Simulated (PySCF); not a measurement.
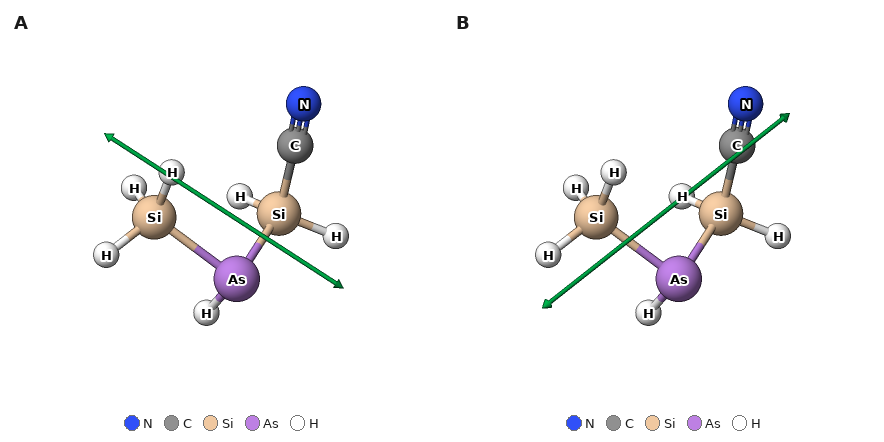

The double arrows show the directions of two transition dipoles from the ground state (lengths mean nothing). The geometry was computed by an optimisation with PBE0-D3(BJ)/def2-SVP. No frequency run is at hand to confirm it as a minimum. Method: TDDFT CAM-B3LYP/def2-SVPD, vertical, gas phase, core orbitals frozen in the response (PySCF 2.14.0).

### One belongs to singlet state 4 and one to singlet state 6. Which is which?

A: state 4, 6.49 eV (191 nm), oscillator strength 0.086, mainly HOMO → LUMO+2 (weight 0.78).
B: state 6, 6.97 eV (178 nm), oscillator strength 0.13, mainly HOMO−1 → LUMO (weight 0.66).
